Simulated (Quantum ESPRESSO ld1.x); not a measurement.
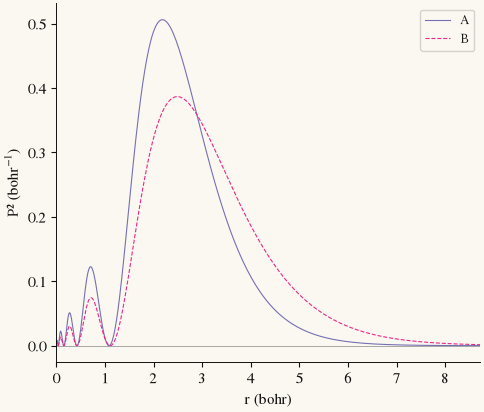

The neutral silver atom was computed in two configurations: [Kr] 4d10 5s1; [Kr] 4d7 5s2 5p2 (4d3/2: 4, 4d5/2: 3, 5p1/2: 2). The calculation used Quantum ESPRESSO ld1.x 7.5 at this level: Dirac Kohn-Sham, relativistic LDA (MacDonald-Vosko exchange, VWN5 correlation), spin-unpolarised, spherical densities, point nucleus.

The plot shows P² of the 5s orbital in both runs (large components where relativistic).

**Assign A and B.**

A is [Kr] 4d7 5s2 5p2 (4d3/2: 4, 4d5/2: 3, 5p1/2: 2) (⟨r⟩ = 2.57 bohr, eigenvalue −9.70 eV); B is [Kr] 4d10 5s1 (⟨r⟩ = 3.12 bohr, eigenvalue −4.69 eV). The orbital is smaller where the other electrons screen the nucleus less.
